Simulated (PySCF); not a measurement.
# Ge⁺: dipole response in aug-cc-pVQZ-DK

Aim: the static polarisability and the C₆ coefficient of Ge⁺, method by method.

Method: unrestricted determinants in a Gaussian basis, no spin-orbit coupling in the energies. Code: PySCF 2.14.0.

### Step 1. The atom as given

* Element: germanium (Z = 32)
* Basis: aug-cc-pVQZ-DK (8s7p5d3f2g, 93 functions)
* Hamiltonian: the spin-free X2C one-electron Hamiltonian (Gaussian nucleus)
* State 1: Ge⁺: [Ar] 3d10 4s2 4p1, 2P determinant
* Methods: UHF, PBE, PBE0, BLYP

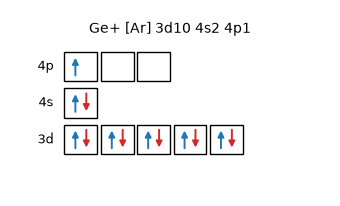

Occupation of the outer shells (arrows by Hund's rule).

The runs were made by one driver on top of PySCF. The scripts below sum up each run's settings (the driver also hands on starting orbitals that pick excited configurations, and frozen orbitals as a list rather than a count), and the logs come from the driver's own runs. The driver starts from symmetry-adapted Hartree-Fock orbitals, holds the occupation by maximum overlap and uses a logarithmic radial grid for functionals, so a plain start would take other cycles.

The integrals over 93 functions and the set-up took 1.9 s of CPU time.

### Step 2. Ge⁺, method by method

Level: UHF.

File input.py:

```python
from pyscf import gto, scf, dft, mp, cc
import basis_set_exchange as bse
mol = gto.M(atom="Ge 0 0 0", charge=1, spin=1, symmetry="D2h",
            basis=gto.basis.parse(bse.get_basis("aug-cc-pVQZ-DK", elements=["Ge"], fmt="nwchem")),
            nucmod="G")
mf = scf.UHF(mol).sfx2c1e()
mf.irrep_nelec = {'Ag': (6, 6), 'B1g': (1, 1), 'B2g': (1, 1), 'B3g': (1, 1), 'B1u': (2, 2), 'B2u': (3, 2), 'B3u': (2, 2)}
mf.kernel()
```

The log of the run:

```text
damping factor = 0
level_shift factor = 0
DIIS = <class 'pyscf.scf.diis.CDIIS'>
diis_start_cycle = 1
diis_space = 10
diis_damp = 0
SCF conv_tol = 1e-09
SCF conv_tol_grad = None
number electrons alpha = 16  beta = 15
cycle= 1 E= -2096.78432102442  delta_E= -0.00327  |g|= 0.02  |ddm|= 0.0682
cycle= 2 E= -2096.7847616692  delta_E= -0.000441  |g|= 0.00768  |ddm|= 0.0497
cycle= 3 E= -2096.78484032597  delta_E= -7.87e-05  |g|= 0.000541  |ddm|= 0.0362
cycle= 4 E= -2096.78484070505  delta_E= -3.79e-07  |g|= 0.000225  |ddm|= 0.00319
cycle= 5 E= -2096.78484072986  delta_E= -2.48e-08  |g|= 4.47e-05  |ddm|= 0.00106
cycle= 6 E= -2096.78484073268  delta_E= -2.82e-09  |g|= 8.71e-06  |ddm|= 0.000359
cycle= 7 E= -2096.78484073279  delta_E= -1.08e-10  |g|= 7.09e-07  |ddm|= 6.95e-05
converged SCF energy = -2096.78484073279  <S^2> = 0.76031426  2S+1 = 2.0102878
```

CPU time 10 s on a shared host, the integrals not counted.

The occupied shells:

| shell | electrons | mean orbital energy (eV) | spread (eV) | rms radius (bohr) |
| --- | --- | --- | --- | --- |
| 1s α | 1 | -11188.1 | 0 | 0.0542 |
| 1s β | 1 | -11188.0 | 0 | 0.0542 |
| 2s α | 1 | -1463.1 | 0 | 0.227 |
| 2s β | 1 | -1463.1 | 0 | 0.227 |
| 2p α | 3 | -1275.2 | 0.027 | 0.203 |
| 2p β | 3 | -1275.1 | 0.131 | 0.203 |
| 3s α | 1 | -210.67 | 0 | 0.668 |
| 3s β | 1 | -210.56 | 0 | 0.668 |
| 3p α | 3 | -150.92 | 0.017 | 0.701 |
| 3p β | 3 | -150.77 | 0.476 | 0.701 |
| 3d α | 5 | -52.683 | 0.300 | 0.813 |
| 3d β | 5 | -52.613 | 0.480 | 0.813 |
| 4s α | 1 | -24.573 | 0 | 2.24 |
| 4s β | 1 | -22.270 | 0 | 2.24 |
| 4p α | 1 | -15.579 | 0 | 2.76 |

⟨S²⟩ = 0.760, ⟨L²⟩ = 2.03.

The driver then solved the coupled dipole response at imaginary frequencies: mean α = 19.82 bohr³ (xx, yy, zz: 18.81, 21.85, 18.81), C₆ = 116.5 au for a like pair.

Level: PBE.

input.py, as changed from the run before:

```diff
@@ -5,3 +5,3 @@
             nucmod="G")
-mf = scf.UHF(mol).sfx2c1e()
+mf = dft.UKS(mol, xc="PBE").sfx2c1e()
 mf.irrep_nelec = {'Ag': (6, 6), 'B1g': (1, 1), 'B2g': (1, 1), 'B3g': (1, 1), 'B1u': (2, 2), 'B2u': (3, 2), 'B3u': (2, 2)}
```

The log of the run:

```text
damping factor = 0
level_shift factor = 0
DIIS = <class 'pyscf.scf.diis.CDIIS'>
diis_start_cycle = 1
diis_space = 10
diis_damp = 0
SCF conv_tol = 1e-09
SCF conv_tol_grad = None
number electrons alpha = 16  beta = 15
XC functionals = PBE
    J. P. Perdew, K. Burke, and M. Ernzerhof.,  Phys. Rev. Lett. 77, 3865 (1996)
    J. P. Perdew, K. Burke, and M. Ernzerhof.,  Phys. Rev. Lett. 78, 1396 (1997)
    J. P. Perdew, K. Burke, and M. Ernzerhof.,  Phys. Rev. Lett. 77, 3865 (1996)
    J. P. Perdew, K. Burke, and M. Ernzerhof.,  Phys. Rev. Lett. 78, 1396 (1997)
cycle= 1 E= -2098.14303501853  delta_E= -0.00803  |g|= 0.22  |ddm|= 2.56
cycle= 2 E= -2098.14006989019  delta_E= 0.00297  |g|= 0.254  |ddm|=  2.3
cycle= 3 E= -2098.15005991735  delta_E= -0.00999  |g|= 0.00364  |ddm|= 1.24
cycle= 4 E= -2098.15006315054  delta_E= -3.23e-06  |g|= 0.000127  |ddm|= 0.0239
cycle= 5 E= -2098.15006315988  delta_E= -9.35e-09  |g|= 9.65e-06  |ddm|= 0.00183
cycle= 6 E= -2098.15006315993  delta_E= -4.37e-11  |g|= 8.04e-07  |ddm|= 8.64e-05
converged SCF energy = -2098.15006315993  <S^2> = 0.75193608  2S+1 = 2.0019351
```

CPU time 6.5 s on a shared host, the integrals not counted.

The driver then solved the coupled dipole response at imaginary frequencies: mean α = 18.92 bohr³ (xx, yy, zz: 17.42, 21.94, 17.42), C₆ = 108.1 au for a like pair.

Level: PBE0.

input.py, as changed from the run before:

```diff
@@ -5,3 +5,3 @@
             nucmod="G")
-mf = dft.UKS(mol, xc="PBE").sfx2c1e()
+mf = dft.UKS(mol, xc="PBE0").sfx2c1e()
 mf.irrep_nelec = {'Ag': (6, 6), 'B1g': (1, 1), 'B2g': (1, 1), 'B3g': (1, 1), 'B1u': (2, 2), 'B2u': (3, 2), 'B3u': (2, 2)}
```

The log of the run:

```text
damping factor = 0
level_shift factor = 0
DIIS = <class 'pyscf.scf.diis.CDIIS'>
diis_start_cycle = 1
diis_space = 10
diis_damp = 0
SCF conv_tol = 1e-09
SCF conv_tol_grad = None
number electrons alpha = 16  beta = 15
XC functionals = PBE0
    C. Adamo and V. Barone.,  J. Chem. Phys. 110, 6158 (1999)
    M. Ernzerhof and G. E. Scuseria.,  J. Chem. Phys. 110, 5029 (1999)
cycle= 1 E= -2098.17349119861  delta_E= -0.00668  |g|= 0.123  |ddm|=  1.6
cycle= 2 E= -2098.17354811697  delta_E= -5.69e-05  |g|= 0.119  |ddm|= 1.21
cycle= 3 E= -2098.17569098552  delta_E= -0.00214  |g|= 0.00211  |ddm|= 0.594
cycle= 4 E= -2098.17569227914  delta_E= -1.29e-06  |g|= 0.000252  |ddm|= 0.0116
cycle= 5 E= -2098.17569229723  delta_E= -1.81e-08  |g|= 5.32e-06  |ddm|= 0.00186
cycle= 6 E= -2098.17569229726  delta_E= -2.59e-11  |g|= 4.99e-07  |ddm|= 5.14e-05
converged SCF energy = -2098.17569229726  <S^2> = 0.75312444  2S+1 = 2.003122
```

It used 15 s of CPU time after the integrals (shared host).

The driver then solved the coupled dipole response at imaginary frequencies: mean α = 18.94 bohr³ (xx, yy, zz: 17.65, 21.53, 17.65), C₆ = 108.8 au for a like pair.

Level: BLYP.

input.py, as changed from the run before:

```diff
@@ -5,3 +5,3 @@
             nucmod="G")
-mf = dft.UKS(mol, xc="PBE0").sfx2c1e()
+mf = dft.UKS(mol, xc="BLYP").sfx2c1e()
 mf.irrep_nelec = {'Ag': (6, 6), 'B1g': (1, 1), 'B2g': (1, 1), 'B3g': (1, 1), 'B1u': (2, 2), 'B2u': (3, 2), 'B3u': (2, 2)}
```

The log of the run:

```text
damping factor = 0
level_shift factor = 0
DIIS = <class 'pyscf.scf.diis.CDIIS'>
diis_start_cycle = 1
diis_space = 10
diis_damp = 0
SCF conv_tol = 1e-09
SCF conv_tol_grad = None
number electrons alpha = 16  beta = 15
XC functionals = BLYP
    A. D. Becke.,  Phys. Rev. A 38, 3098 (1988)
    C. Lee, W. Yang, and R. G. Parr.,  Phys. Rev. B 37, 785 (1988)
    B. Miehlich, A. Savin, H. Stoll, and H. Preuss.,  Chem. Phys. Lett. 157, 200 (1989)
cycle= 1 E= -2098.54237903658  delta_E= -0.00815  |g|= 0.241  |ddm|= 3.53
cycle= 2 E= -2098.5386936468  delta_E= 0.00369  |g|= 0.28  |ddm|= 2.72
cycle= 3 E= -2098.55076030648  delta_E= -0.0121  |g|= 0.00439  |ddm|= 1.49
cycle= 4 E= -2098.55076552414  delta_E= -5.22e-06  |g|= 8.41e-05  |ddm|= 0.038
cycle= 5 E= -2098.55076552934  delta_E= -5.2e-09  |g|= 6.01e-06  |ddm|= 0.00176
cycle= 6 E= -2098.55076552937  delta_E= -3.09e-11  |g|= 1.02e-06  |ddm|= 9.04e-05
converged SCF energy = -2098.55076552937  <S^2> = 0.75140612  2S+1 = 2.0014056
```

CPU time 6.2 s on a shared host, the integrals not counted.

The driver then solved the coupled dipole response at imaginary frequencies: mean α = 18.74 bohr³ (xx, yy, zz: 17.15, 21.91, 17.15), C₆ = 106.2 au for a like pair.

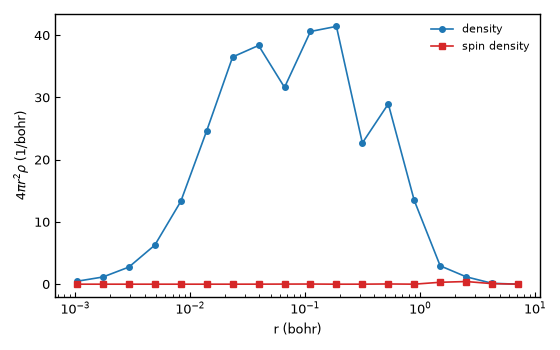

Radial density 4πr²ρ of Ge⁺ at UHF, at 18 stored radii joined by straight lines.

### Step 3. The response side by side

Ge⁺, in atomic units:

| method | mean α | C₆ (like pair) | S(−4) |
| --- | --- | --- | --- |
| UHF | 19.82 | 116.5 | 144.1 |
| PBE | 18.92 | 108.1 | 140.7 |
| PBE0 | 18.94 | 108.8 | 136.2 |
| BLYP | 18.74 | 106.2 | 140.3 |

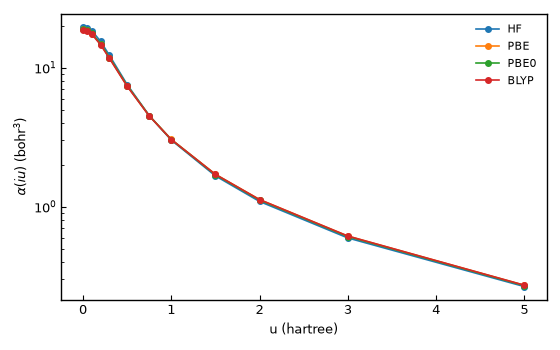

α(iu) of Ge⁺, the polarisability at imaginary frequency, on a logarithmic scale.

### Step 4. Results

```
quantity                              value
α of Ge⁺  18.74 (BLYP) to 19.82 (UHF) bohr³
```

In words: A single London oscillator with the computed α and C₆ of Ge⁺ at UHF would have ω = 4 C₆ / (3 α²) = 0.395 hartree. All values hold for this basis alone; no basis-set limit was taken.
